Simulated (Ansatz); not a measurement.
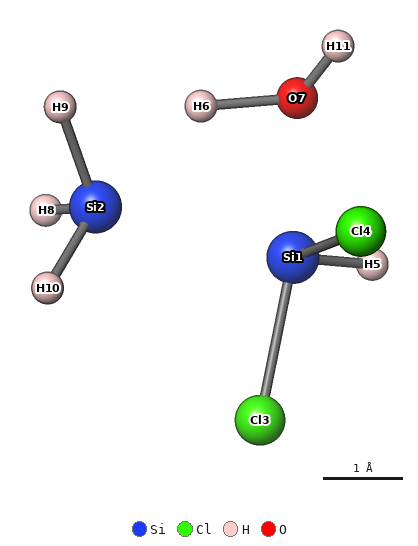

**Figure 1.** The structure as given in the input (ball-and-stick view, seen on its broad side; atoms are numbered from 1 in the order of the input).

# Geometry relaxation, with input and output: Si₂H₆Cl₂O

System: Si₂H₆Cl₂O.
Method: RKS B3LYP-D4/def2-SVP (Ansatz 0.2.0).

The input holds or restrains some coordinates. It belongs to a series of runs on one base structure; here: pulled along the bonds that form and break, towards end A. Figures and captions count atoms from 1; the log counts them from 0 in places.

### The program's output
```
The last accepted step is kept in [file] (removed where the run ends without a failure and the disk answers)
Engine: ansatz 0.2.0, x86_64-unknown-linux-gnu
Functional definition: B3LYP
  parameter a0 = 0.2
  parameter ax = 0.72
  parameter ac = 0.81
  exchange = (1 - a0 - ax)*slater_x + ax*b88_x + a0*exact_x
  correlation = (1 - ac)*vwn_rpa_c + ac*lyp_c
1163 factors; integrals over basis functions are off by at most 3.6e-4 eV
mean field evaluation 1: about -42928.8954 eV, gradient 4.6e1 eV
mean field evaluation 2: about -42916.9651 eV, gradient 9.0e1 eV
mean field evaluation 4: about -42932.9577 eV, gradient 3.4e0 eV
mean field evaluation 8: about -42932.9879 eV, gradient 5.2e-2 eV
mean field -42932.98788673 eV, -1577.7582038128 hartree, gradient 4.8e-5 eV, S^2 0.000000; 0 other end points of the search recorded, 0 dependent functions left out
the calculation of the forces begins
reference -42932.98815750 eV, -1577.7582137635 hartree; 38, 38 occupied and 78, 78 virtual orbitals, 1163 factors
relax step   1: F+E_penalty+E_count = -42933.52509704 eV  Δ(F+E_penalty+E_count) = +0.000e0 eV  max|allowed force component| = 3.386e0 eV/Å  E_restraint = 29.00813239 eV  max|allowed force component, restraints' pulls added| = 2.663e1 eV/Å  Δτ_max = 0.0000 Å  (25 SCF iters, accepted)
  distance Si 0 - O 6 = 2.0733 Å
  distance H 5 - Si 1 = 1.8764 Å
  distance Si 0 - Si 1 = 2.5946 Å
  distance H 5 - O 6 = 1.2674 Å
these checks for a lower state are left out or cut short: starts, cluster_reference, orbital_swaps, neighbouring_geometries, increment
1163 factors; integrals over basis functions are off by at most 6.3e-4 eV
mean field evaluation 16: about -42932.8716 eV, gradient 1.6e1 eV
mean field -42933.79196475 eV, -1577.7877531351 hartree, gradient 4.0e-5 eV, S^2 0.000000; 0 other end points of the search recorded, 0 dependent functions left out
[... from here on the field's lines of each further geometry are left out, up to the last ...]
relax step   2: F+E_penalty+E_count = -42934.32543169 eV  Δ(F+E_penalty+E_count) = -8.003e-1 eV  max|allowed force component| = 3.169e0 eV/Å  E_restraint = 14.07274428 eV  max|allowed force component, restraints' pulls added| = 1.736e1 eV/Å  Δτ_max = 0.1947 Å  (28 SCF iters, accepted)
relax step   3: F+E_penalty+E_count = -42934.50035373 eV  Δ(F+E_penalty+E_count) = -1.749e-1 eV  max|allowed force component| = 4.288e0 eV/Å  E_restraint = 4.76492681 eV  max|allowed force component, restraints' pulls added| = 1.063e1 eV/Å  Δτ_max = 0.1948 Å  (27 SCF iters, accepted)
relax step   4: F+E_penalty+E_count = -42934.86567366 eV  Δ(F+E_penalty+E_count) = -3.653e-1 eV  max|allowed force component| = 2.749e0 eV/Å  E_restraint = 1.00636649 eV  max|allowed force component, restraints' pulls added| = 5.523e0 eV/Å  Δτ_max = 0.1949 Å  (27 SCF iters, accepted)
relax step   5: F+E_penalty+E_count = -42935.49473973 eV  Δ(F+E_penalty+E_count) = -6.291e-1 eV  max|allowed force component| = 1.390e0 eV/Å  E_restraint = 0.06741232 eV  max|allowed force component, restraints' pulls added| = 9.617e-1 eV/Å  Δτ_max = 0.1941 Å  (27 SCF iters, accepted)
relax step   6: F+E_penalty+E_count = -42935.65296618 eV  Δ(F+E_penalty+E_count) = -1.582e-1 eV  max|allowed force component| = 1.091e0 eV/Å  E_restraint = 0.04064534 eV  max|allowed force component, restraints' pulls added| = 1.580e0 eV/Å  Δτ_max = 0.1945 Å  (26 SCF iters, accepted)
relax step   7: F+E_penalty+E_count = -42935.68949547 eV  Δ(F+E_penalty+E_count) = -3.653e-2 eV  max|allowed force component| = 8.603e-1 eV/Å  E_restraint = 0.02121336 eV  max|allowed force component, restraints' pulls added| = 4.436e-1 eV/Å  Δτ_max = 0.1548 Å  (24 SCF iters, accepted)
relax step   8: F+E_penalty+E_count = -42935.69831485 eV  Δ(F+E_penalty+E_count) = -8.819e-3 eV  max|allowed force component| = 8.368e-1 eV/Å  E_restraint = 0.01997602 eV  max|allowed force component, restraints' pulls added| = 2.008e-1 eV/Å  Δτ_max = 0.0340 Å  (23 SCF iters, accepted)
the calculation of the forces begins
reference -42935.18484437 eV, -1577.8389405170 hartree; 38, 38 occupied and 78, 78 virtual orbitals, 1163 factors
relax step   9: F+E_penalty+E_count = -42935.70516917 eV  Δ(F+E_penalty+E_count) = -6.854e-3 eV  max|allowed force component| = 8.808e-1 eV/Å  E_restraint = 0.02064969 eV  max|allowed force component, restraints' pulls added| = 1.061e-1 eV/Å  Δτ_max = 0.0995 Å  (22 SCF iters, accepted)
  distance Si 0 - O 6 = 3.0663 Å
  distance H 5 - Si 1 = 2.7264 Å
  distance Si 0 - Si 1 = 2.2563 Å
  distance H 5 - O 6 = 0.9680 Å
1163 factors; integrals over basis functions are off by at most 9.8e-4 eV
mean field evaluation 64: about -42935.1836 eV, gradient 2.8e-2 eV
```

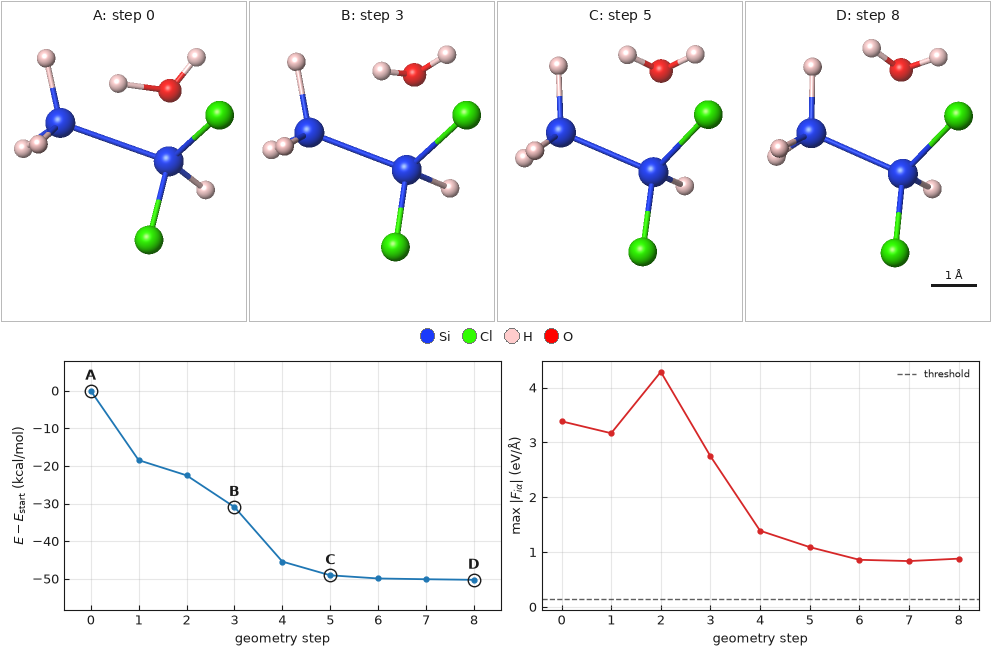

**Figure 2.** Frames of the restrained relaxation (ball-and-stick view, seen at a tilt) above the curves, on which the letters mark them (the first geometry is step 0 here and step 1 in the log).

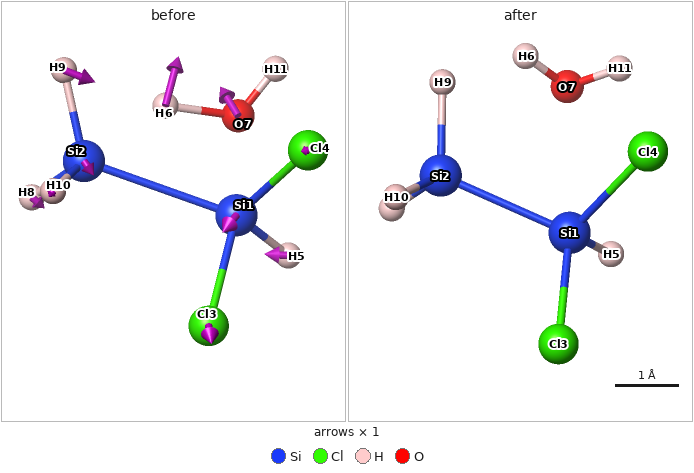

**Figure 3.** Before (left) and after (right) the restrained relaxation, at one scale (ball-and-stick view, seen at a tilt). The pink arrows give the displacements, at true length. After 8 geometry steps the energy has fallen by 50.3 kcal/mol. Largest force component: 3.4 eV/Å at the start, 0.88 eV/Å at the end. The largest move after the best rigid fit is that of H6, 0.88 Å. Largest moves by element: H 0.88 Å, O 0.65 Å, Si 0.47 Å, Cl 0.43 Å. Among the contacts that change: Si1–Si2 2.595 → 2.256 Å, H6–O7 1.267 → 0.968 Å, Si1–Cl4 2.038 → 2.093 Å, Si2–H10 1.458 → 1.489 Å. New bonds form: H6–O7 (1.27 → 0.97 Å). Among the angles that change: Si2–Si1–H5 136.9° → 118.1°, Si2–Si1–Cl3 92.8° → 106.8°, H6–O7–H11 117.2° → 103.4°. (Atoms are counted from 1 in the order of the input.)

```
mean field -42935.18456713 eV, -1577.8389303288 hartree, gradient 8.6e-5 eV, S^2 0.000000; 1 other end points of the search recorded, 0 dependent functions left out
the calculation of the forces begins
reference -42935.18484437 eV, -1577.8389405170 hartree; 38, 38 occupied and 78, 78 virtual orbitals, 1163 factors
Total energy: -42935.70544641 eV, -1577.8580722890 hartree
Atom 0 at    -0.521015     0.799997    -0.906571 Å, force    -0.752096     0.700275    -0.102214 eV/Å
Atom 1 at     0.959228    -0.856133    -0.510255 Å, force     0.880826    -0.857513     0.044573 eV/Å
Atom 2 at    -0.348425     1.290779    -2.927359 Å, force     0.004944     0.019537     0.012381 eV/Å
Atom 3 at     0.033381     2.463504     0.236561 Å, force    -0.013954    -0.006265     0.017873 eV/Å
Atom 4 at    -1.952538     0.527649    -0.658590 Å, force    -0.020695     0.020213    -0.000241 eV/Å
Atom 5 at    -0.067527    -0.613598     2.003702 Å, force    -0.023453    -0.003421     0.155220 eV/Å
Atom 6 at    -1.004194    -0.409477     1.869397 Å, force    -0.006338     0.048532    -0.111095 eV/Å
Atom 7 at     0.373215    -2.194588    -0.803925 Å, force    -0.056670     0.007274     0.008346 eV/Å
Atom 8 at     1.474748    -0.855030     0.891256 Å, force    -0.025427     0.022161     0.017719 eV/Å
Atom 9 at     2.139522    -0.649236    -1.394911 Å, force     0.028059     0.013362    -0.046379 eV/Å
Atom 10 at    -1.086597     0.496233     2.200794 Å, force    -0.015197     0.035846     0.003818 eV/Å
Dipole moment:     0.125685    -0.119699     0.345538 e Å
```

### Trajectory as extended XYZ (Å, eV, eV/Å), 9 frames, from step=1 to step=9
```
11
Properties=species:S:1:pos:R:3:forces:R:3 step=1 energy=-42933.52510
Si   -0.7639    0.7936   -0.4859    0.3497  -0.8733   0.0453
Si    1.1017   -1.0035   -0.3382   -0.3328   0.3206  -0.8708
Cl   -0.4688    1.0806   -2.5572    0.2477  -0.1763  -0.3777
Cl   -0.0498    2.5296    0.3078    0.4953   0.8666   0.4645
H    -2.2167    0.8123   -0.5448   -0.4516  -0.2328  -0.0150
H    -0.0096   -0.5986    1.1185   -3.3858   2.3463   1.5827
O    -1.0817    0.0122    1.4080    2.7776  -2.5290  -1.3797
H     0.5891   -2.3197   -0.7254   -0.2371  -0.4762  -0.1472
H     1.8884   -1.2210    0.9059   -0.1092   0.0468   0.5239
H     2.1044   -0.5992   -1.3161    0.3286   0.3602  -0.3762
H    -1.0933    0.5138    2.2275    0.3176   0.3470   0.5503
11
Properties=species:S:1:pos:R:3:forces:R:3 step=2 energy=-42934.32543
Si   -0.6867    0.7876   -0.6146   -0.6434  -0.7054   1.6262
Si    1.1209   -0.9792   -0.4467   -1.2820  -0.1323   1.7010
Cl   -0.4625    1.0817   -2.5828    0.4157   0.3127  -2.2828
Cl   -0.0456    2.5334    0.3088    0.2970   0.2682   0.2394
H    -2.2042    0.8094   -0.5467    0.7171  -0.3893   0.0891
H    -0.1327   -0.5441    1.2592   -3.1685   2.0075   2.2732
O    -1.0868   -0.0829    1.5360    2.3378  -3.0018  -2.6641
H     0.5877   -2.3230   -0.7292   -0.2039  -0.2684  -0.3109
H     1.8791   -1.2172    0.8961   -0.7045   0.4079  -0.4587
H     2.1204   -0.5910   -1.3337    1.4196   0.6153  -1.4835
H    -1.0897    0.5254    2.2537    0.8152   0.8854   1.2713
11
Properties=species:S:1:pos:R:3:forces:R:3 step=3 energy=-42934.50035
Si   -0.6014    0.7832   -0.7458   -1.8767  -0.3431   4.0597
Si    1.1112   -0.9422   -0.5289   -1.2314  -0.9440   3.0793
Cl   -0.4552    1.0923   -2.6374    0.5301   0.7833  -4.2876
Cl   -0.0436    2.5296    0.3088    0.2550  -0.2172  -0.0850
H    -2.1788    0.8013   -0.5446    1.5769  -0.5103  -0.0761
H    -0.2441   -0.5101    1.4153    0.6730   0.1940   0.8820
O    -1.1063   -0.1877    1.6733   -1.2836  -1.0862  -0.8236
H     0.5854   -2.3219   -0.7346   -0.1570   0.0799  -0.4329
H     1.8626   -1.2067    0.8802   -0.9723   0.6554  -1.0581
H     2.1451   -0.5819   -1.3601    1.7967   0.6496  -1.8210
H    -1.0751    0.5442    2.2739    0.6894   0.7387   0.5635
11
Properties=species:S:1:pos:R:3:forces:R:3 step=4 energy=-42934.86567
Si   -0.5420    0.7642   -0.7967   -2.3217   0.6368   2.4350
Si    1.0912   -0.9090   -0.5753   -0.0558  -1.4369   2.7492
Cl   -0.4404    1.1148   -2.7444    0.3531   0.4800  -2.3634
Cl   -0.0329    2.5157    0.3018    0.2706  -0.4502  -0.2123
H    -2.1205    0.7801   -0.5487    1.6797  -0.5897  -0.1467
H    -0.3054   -0.5078    1.5552    1.9929  -0.4605  -0.0546
O    -1.1627   -0.2774    1.8370   -2.0028   0.5323   0.5246
H     0.5796   -2.3108   -0.7515   -0.1577   0.3051  -0.4783
H     1.8279   -1.1797    0.8415   -0.9728   0.7358  -1.0698
H     2.1821   -0.5695   -1.4035    1.0534   0.3966  -1.2338
H    -1.0771    0.5796    2.2847    0.1610  -0.1492  -0.1500
11
Properties=species:S:1:pos:R:3:forces:R:3 step=5 energy=-42935.49474
Si   -0.5120    0.7424   -0.8184   -1.3900   1.0555   0.5453
Si    1.0683   -0.8836   -0.5611    0.6572  -1.2700   0.8449
Cl   -0.3938    1.1399   -2.8370    0.1274   0.1467  -0.5252
Cl    0.0390    2.4616    0.2856    0.1244  -0.3120  -0.1435
H    -1.9932    0.6490   -0.5519    0.5880  -0.3365  -0.0557
H    -0.3042   -0.5454    1.7457    0.5496  -0.2646   0.2092
O    -1.2089   -0.3147    1.9595   -0.2385   1.0528   0.1992
H     0.5264   -2.2573   -0.8418   -0.0456   0.2623  -0.1911
H     1.7189   -1.0562    0.8095   -0.4379   0.3427  -0.2727
H     2.1698   -0.5489   -1.4716    0.2146   0.1102  -0.3358
H    -1.1105    0.6133    2.2815   -0.1491  -0.7871  -0.2746
11
Properties=species:S:1:pos:R:3:forces:R:3 step=6 energy=-42935.65297
Si   -0.5075    0.7653   -0.8685   -0.8884   0.6900   0.2456
Si    1.0162   -0.8746   -0.5303    0.7203  -0.8276   0.0377
Cl   -0.3544    1.1817   -2.9012   -0.0069   0.1000  -0.0864
Cl    0.0933    2.4406    0.2543   -0.0286  -0.1164  -0.1172
H    -1.9435    0.5311   -0.5753    0.1237   0.0202  -0.0990
H    -0.2063   -0.5935    1.9066   -0.8845   0.1696   0.2227
O    -1.1575   -0.3271    1.9207    1.0915   0.3894   0.1032
H     0.4634   -2.2162   -0.8932   -0.0043   0.0816   0.0253
H     1.5801   -0.9552    0.8613   -0.1759   0.0770  -0.0865
H     2.1206   -0.5331   -1.4646    0.1479  -0.0472   0.0167
H    -1.1046    0.5810    2.2903   -0.0947  -0.5364  -0.2620
11
Properties=species:S:1:pos:R:3:forces:R:3 step=7 energy=-42935.68949
Si   -0.5309    0.7663   -0.8866   -0.7023   0.8603  -0.0443
Si    0.9830   -0.8670   -0.5290    0.7399  -0.8182   0.1878
Cl   -0.3385    1.2284   -2.9102   -0.0445   0.0124  -0.1077
Cl    0.0788    2.4577    0.1977   -0.0637  -0.1133   0.0386
H    -1.9691    0.5367   -0.6324    0.0142  -0.0060   0.0082
H    -0.1107   -0.6115    1.9602   -0.3018   0.0636   0.1671
O    -1.0549   -0.3746    1.9191    0.3000   0.3497   0.0026
H     0.4261   -2.2034   -0.8905    0.0087   0.0197   0.0029
H     1.4376   -0.9124    0.9041    0.0042   0.0085  -0.1831
H     2.1488   -0.5552   -1.4047    0.0441  -0.0446   0.0730
H    -1.0705    0.5351    2.2725    0.0012  -0.3321  -0.1451
11
Properties=species:S:1:pos:R:3:forces:R:3 step=8 energy=-42935.69832
Si   -0.5354    0.7708   -0.9027   -0.7050   0.8368  -0.0383
Si    0.9739   -0.8618   -0.5211    0.7880  -0.8049   0.1056
Cl   -0.3510    1.2380   -2.9279   -0.0214   0.0024  -0.0461
Cl    0.0651    2.4513    0.1994   -0.0409  -0.0543   0.0216
H    -1.9726    0.5394   -0.6480   -0.0016  -0.0199   0.0012
H    -0.1101   -0.6390    1.9704   -0.1261   0.0333   0.1640
O    -1.0385   -0.3654    1.9025    0.0933   0.2239  -0.0275
H     0.4168   -2.1963   -0.8856    0.0054  -0.0028   0.0055
H     1.4290   -0.9045    0.9071   -0.0115   0.0065  -0.1048
H     2.1602   -0.5635   -1.3740    0.0181  -0.0371   0.0275
H    -1.0376    0.5311    2.2801    0.0016  -0.1838  -0.1086
11
Properties=species:S:1:pos:R:3:forces:R:3 step=9 energy=-42935.70517
Si   -0.5210    0.8000   -0.9066   -0.7521   0.7003  -0.1022
Si    0.9592   -0.8561   -0.5103    0.8808  -0.8575   0.0446
Cl   -0.3484    1.2908   -2.9274    0.0049   0.0195   0.0124
Cl    0.0334    2.4635    0.2366   -0.0140  -0.0063   0.0179
H    -1.9525    0.5276   -0.6586   -0.0207   0.0202  -0.0002
H    -0.0675   -0.6136    2.0037   -0.0235  -0.0034   0.1552
O    -1.0042   -0.4095    1.8694   -0.0063   0.0485  -0.1111
H     0.3732   -2.1946   -0.8039   -0.0567   0.0073   0.0083
H     1.4747   -0.8550    0.8913   -0.0254   0.0222   0.0177
H     2.1395   -0.6492   -1.3949    0.0281   0.0134  -0.0464
H    -1.0866    0.4962    2.2008   -0.0152   0.0358   0.0038
```

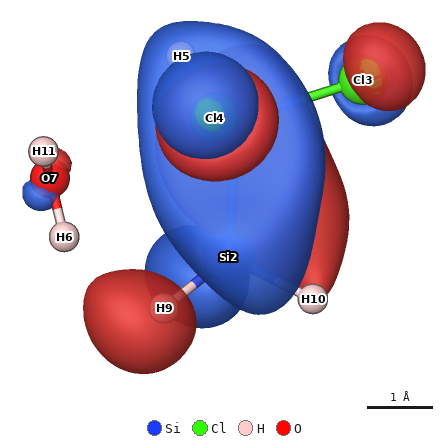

**Figure 4.** One frontier orbital at ±0.08 Å⁻³ᐟ² (blue and red are the two phases), seen at a tilt. The LUMO, at −0.59 eV.

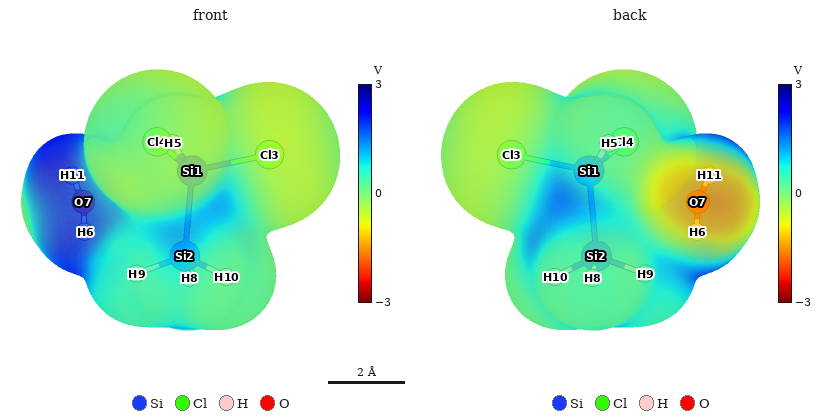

**Figure 5.** The electrostatic potential painted on the density surface at 0.002 e/bohr³, seen face on and from behind; red is negative and blue positive. A positive charge is drawn to the negative regions and a negative charge to the positive ones.

The run was set up as follows.

### Input file
```yaml
crystal:
  periodic: [false, false, false]
  atoms:
    - { symbol: Si, position_ang: [-0.7639, 0.7936, -0.4859] }
    - { symbol: Si, position_ang: [1.1017, -1.0035, -0.3382] }
    - { symbol: Cl, position_ang: [-0.4688, 1.0806, -2.5572] }
    - { symbol: Cl, position_ang: [-0.0498, 2.5296, 0.3078] }
    - { symbol: H, position_ang: [-2.2167, 0.8123, -0.5448] }
    - { symbol: H, position_ang: [-0.0096, -0.5986, 1.1185] }
    - { symbol: O, position_ang: [-1.0817, 0.0122, 1.408] }
    - { symbol: H, position_ang: [0.5891, -2.3197, -0.7254] }
    - { symbol: H, position_ang: [1.8884, -1.221, 0.9059] }
    - { symbol: H, position_ang: [2.1044, -0.5992, -1.3161] }
    - { symbol: H, position_ang: [-1.0933, 0.5138, 2.2275] }
basis:
  gaussian: { orbitals: def2-SVP }
hamiltonian:
  xc: b3lyp
  dispersion: d4
relax:
  f_tol: 0.15
  max_steps: 25
  restrain:
    - { distance: [0, 6], at: 3.07, k: 30.0 }
    - { distance: [5, 1], at: 2.72, k: 30.0 }
    - { distance: [0, 1], at: 2.22, k: 30.0 }
    - { distance: [5, 6], at: 0.97, k: 30.0 }
output:
  orbitals: {}
```

Launched with:
```bash
ansatz run input.yaml --threads 2 --pin off --max-ram 3072MiB --backend cpu --events-out ev --progress --plain --runs-dir out
```

### Key numbers

```tsv
quantity	value
outcome	converged under the restraints of the input
total energy	−42935.7054 eV
mean-field energy	−42935.1848 eV
largest force (length of the vector) at the end, held atoms and coordinates included	1.230 eV/Å
hardware	2 threads of Intel Xeon (Granite Rapids), 16 GiB of memory available, shared host
wall time	27 s (CPU time 52 s)
peak memory	0.32 GiB
```
